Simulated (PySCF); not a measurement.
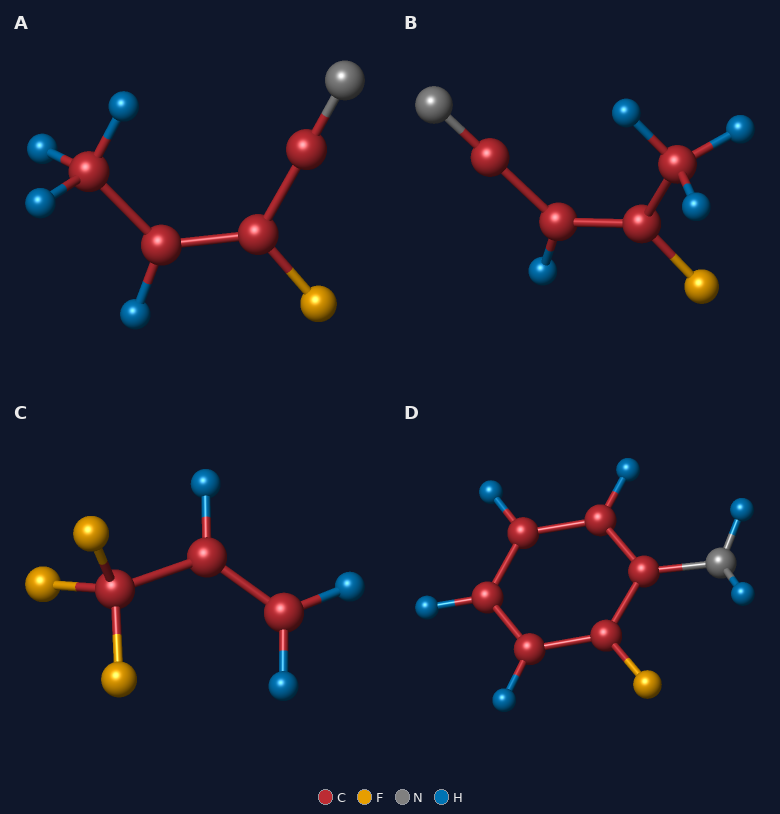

Simulated data, not a measurement (program: PySCF).

```xyz
10
charge 0, multiplicity 1
C    -1.3472    0.2730    0.1412
C    -0.2610   -0.7270    0.2225
F    -0.6808   -1.9351    0.5715
C     1.0517   -0.5563   -0.0127
C     1.5868    0.7001   -0.3985
N     2.0228    1.7274   -0.7178
H    -0.9594    1.2600   -0.1373
H    -2.0940   -0.0479   -0.6022
H    -1.8617    0.3425    1.1125
H     1.7298   -1.4064    0.0934
```

Which panel shows the molecule in this file?

Answer. B. The file holds C4H4FN, `C/C(F)=C\C#N`.
